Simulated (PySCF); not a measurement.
**CH2S, SMILES `C=S`: what the electrons do**

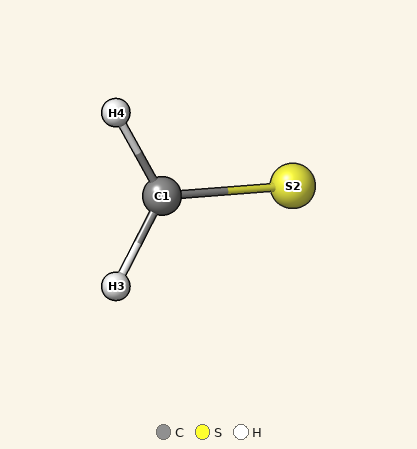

The molecule, with its atoms numbered as below. No frequency check shows the geometry to be a minimum.

Cartesian coordinates (Å):

```
C1       1.0229    0.0000    0.0000
S2      -0.5823    0.0000    0.0000
H3       1.5898    0.9220    0.0000
H4       1.5898   -0.9220    0.0000
```

Part 1: Bonding charge

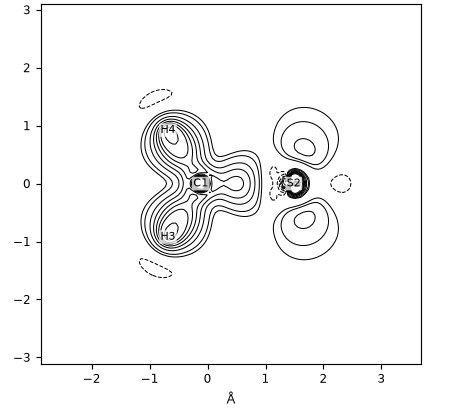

Deformation density (molecule less spherical, spin-averaged free atoms) in the molecular plane; contours at ±0.05 to ±0.8 e/Å³; solid lines: gain, dashed lines: loss.

Computed with PySCF, BP86/6-311G**, geometry: GFN2-xTB. This is a single-reference result, which may miss multireference character in this system.

Question: Describe the bonding that the map shows.

Answer: C1–H3 and C1–H4: +0.72 e/Å³ at the bond critical point (bond length 1.08 Å, Mayer order 0.9). C1–S2: +0.15 e/Å³ at the bond critical point (bond length 1.60 Å, Mayer order 2.0). In all, 0.9 electrons gather in the regions of gain relative to the promolecule.

Question: Where do the Hirshfeld charges lie?

Answer: The highest Hirshfeld charge is on H3 and H4 (+0.05 e), the lowest on S2 (−0.07 e).

Part 2: Local ionisation energy

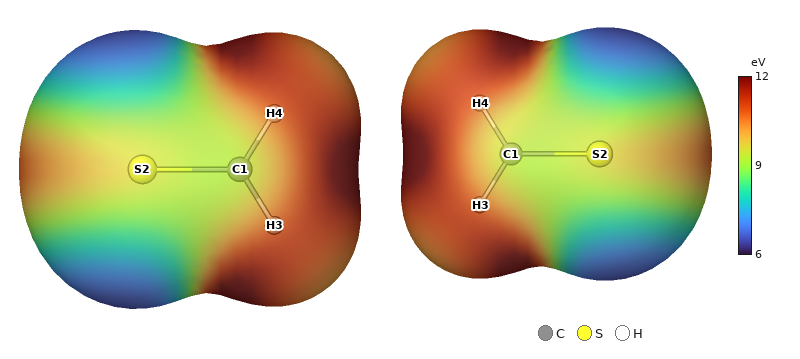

Average local ionisation energy on the surface of electron density 0.001 a.u. (back view left, front view right).

Question: Where are the most loosely bound electrons on this surface?

Answer: The lowest value is 6.5 eV, 2.3 Å from S2, and at like points elsewhere. Further minima include 10.2 eV, 1.4 Å from H3, and at like points elsewhere. For comparison, the highest occupied orbital lies at −5.6 eV.

Part 3: Excited states

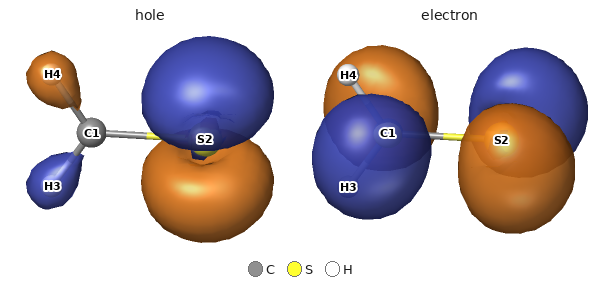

Leading natural transition orbital pair of S₁ (TDA singlet states); the surfaces enclose about 70 % of each orbital's density.

Level of theory: B3LYP/def2-TZVP (PySCF), at a geometry from GFN2-xTB. Without diffuse functions Rydberg states are missing, so the states' numbers hold for this basis only.

Question: Characterise the state.

Answer: 2.24 eV (553 nm), f = 0.000 (dark), n → π*; the leading pair carries 100 %; hole on S2 (84 %) and C1 (9 %), electron on S2 (50 %) and C1 (41 %); their centroids lie 0.6 Å apart. In canonical orbitals it is mainly HOMO → LUMO (100 %). The HOMO–LUMO gap is 3.70 eV.

Part 4: In an electric field

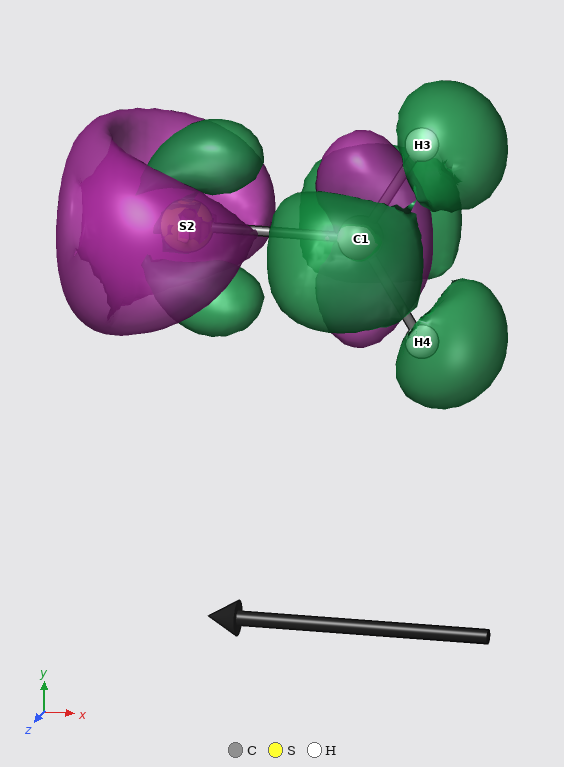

Change of the electron density in a uniform field of 0.26 V/Å along −x (arrow), surfaces at ±0.003 e/Å³ (green: gain, purple: loss).

Method: HF/def2-SVPD; geometry: GFN2-xTB; program: PySCF.

The field was applied in both directions; the picture shows the one opposite to the script's first.

Question: How large is the response?

Answer: The induced dipole is 0.58 D (along the field); α along this axis, from the fields in both directions, is 45 bohr³ (6.7 Å³).

The PySCF runs shown took 1.6 s, 9.4 s and 0.5 s on 1 thread of AMD EPYC 9R45 96-Core Processor (Zen 5), with other jobs on the host.
